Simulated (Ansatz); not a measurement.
## Electronic structure of FHOSi3 in real space

```yaml
atoms:
  - { symbol: F, position_ang: [-2.4460, 0.7313, -3.5139] }
  - { symbol: O, position_ang: [-2.9526, 2.7129, -1.7387] }
  - { symbol: Si, position_ang: [-2.0572, 1.3347, -2.0627] }
  - { symbol: Si, position_ang: [-1.5743, 3.6728, -1.2501] }
  - { symbol: Si, position_ang: [-0.3845, 1.6389, -0.5910] }
  - { symbol: H, position_ang: [0.8615, 1.2701, -1.3592] }
```

Geometry: B3LYP-D3(BJ)/def2-SVP.

Computed with Ansatz 0.2.0, isolated molecule in a Gaussian basis; Kohn-Sham density functional theory, functional PBE0.

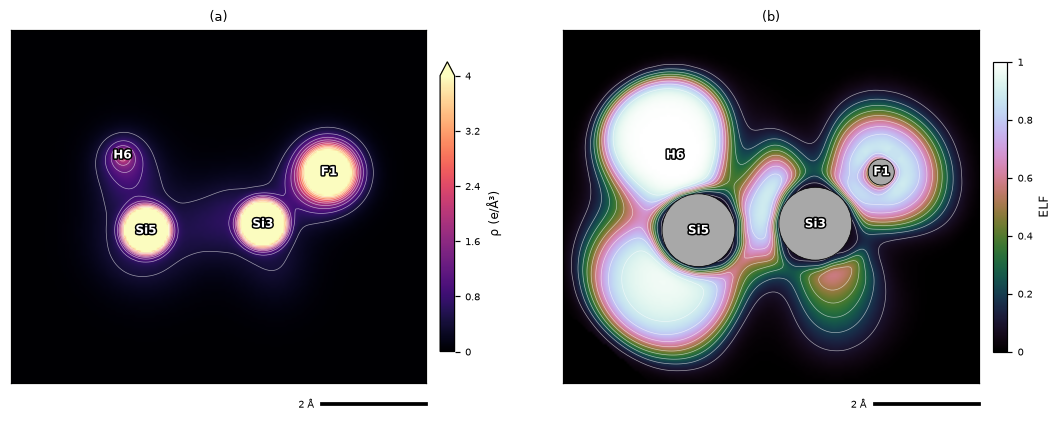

Figure 1. (a) electron density; (b) electron localisation function on the plane of atoms Si3, Si5 and H6. Grey discs cover the atomic cores in the ELF map.

### Describe what can be read from this map.

The plane passes through F, Si and H nuclei. Si–F (1.62 Å): ρ at the midpoint is about 1.1 e/Å³; the ELF peaks at about 0.85 in the valence shell of F, 0.6 Å from its nucleus, and is about 0.50 at the midpoint. Si–Si (2.25 Å): the density is about 0.58 e/Å³ at the midpoint; the ELF peaks at about 0.85 between the atoms; localised, covalent bonding. Si–H (1.51 Å): ρ at the midpoint is about 0.76 e/Å³; the ELF climbs to about 1 towards the hydrogen, as it does in any bond to H. The ELF also peaks beside Si5 and F1, away from the bonds: lone-pair regions.

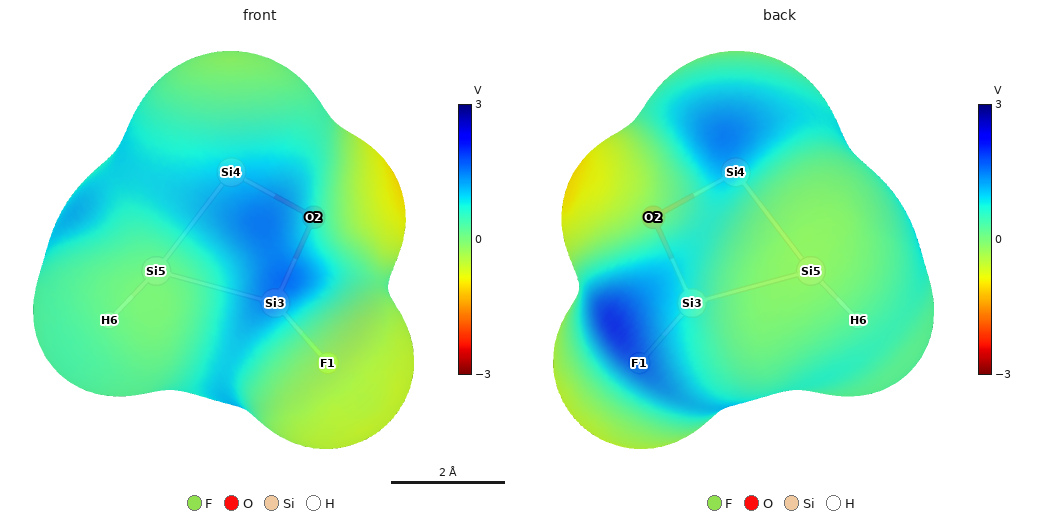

Figure 2. The electrostatic potential painted on the density surface at 0.002 e/bohr³, seen from the front and from behind; red is negative and blue positive.

### Describe the electrostatic potential map.

The most negative region (about −1.0 V, or −23 kcal/mol for a unit charge) lies over O2, the most positive (about +2.0 V, or +46 kcal/mol for a unit charge) over Si3.

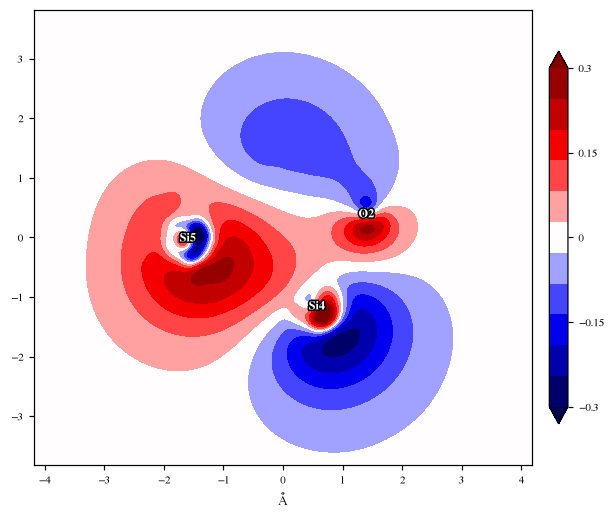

Figure 3. The HOMO−1 on the plane of atoms O2, Si4 and Si5 (values in Å⁻³ᐟ²; the overall sign is arbitrary).

### Where does this orbital lie, and at what energy?

Its weight (Hirshfeld) is mainly on Si5 (about 45 %), Si4 (about 30 %), Si3 (about 15 %) and H6 (about 5 %). Its energy is −7.28 eV.
